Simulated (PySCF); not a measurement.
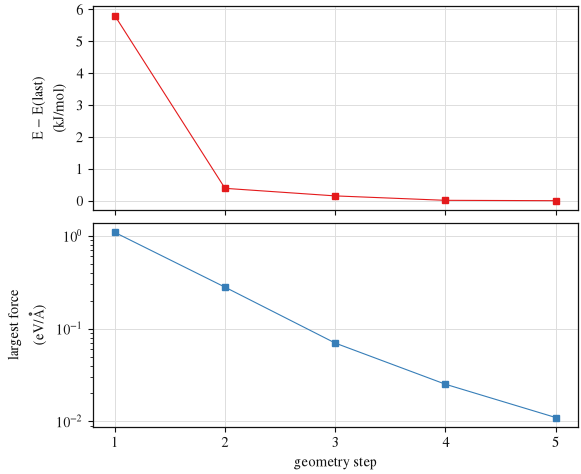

History of a geometry optimisation. The run: C2H2BCl2 (SMILES [H]/[C]=C/B(Cl)Cl), multiplicity 2, by PySCF, PBE0-D3(BJ)/def2-SVP, geometry optimisation.

The optimisation met its thresholds at geometry 5, counting the start as the first. The energy fell by about 5.8 kJ/mol from the first step to the last. The largest force goes from about 1.1 eV/Å at the start to 0.011 eV/Å at the end.
